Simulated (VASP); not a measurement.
Band structure of Tm (hcp). Level of theory: vdW-DF2, VASP's PBE PAW potentials (set 64) (plane waves; VASP 6.6.1).

The 4f electrons are frozen in the core of the lanthanide potential, so 4f levels, which can set the real gap, and their magnetism are missing.

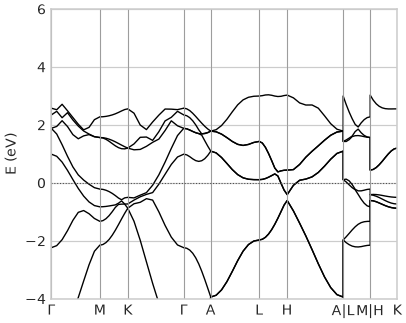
Figure. Bands along high-symmetry lines, zero at the valence-band maximum or, without a gap, the Fermi level

Q: Read the plot: is there a gap, and where are the band edges?

A: It has no gap at this level: it comes out as a metal or semimetal. (Edges off the drawn lines would not show.)

The compound is Tm in the hcp structure. It was relaxed first.
